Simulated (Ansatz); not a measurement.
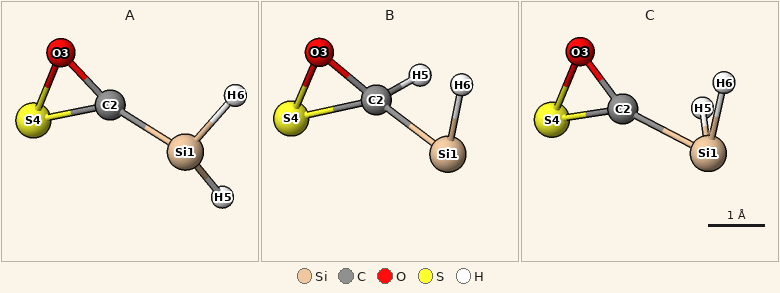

3 geometries from a converged minimum-energy path of CH2OSSi, shuffled. The picture is a ball-and-stick view, seen from a free direction.

These are results of Ansatz, RKS B3LYP-D4/def2-SVP, not measurements. Set-up: 9 movable images; climbing image; force threshold 0.03 eV/Å; iteration limit 60; starting path through a guess of the saddle point.

### One of them is the converged climbing image. Which?

C. In order along the path, whose images run from 0 to 10: A (image 0, 0.0 kJ/mol), C (image 3, +60.2 kJ/mol), B (image 5, +28.2 kJ/mol). A hydrogen atom shifts from one atom to another. Breaking: Si1–H5 (1.49 → 1.63 at the top → 2.78 Å). Forming: C2–H5 (2.63 → 1.61 at the top → 1.10 Å).
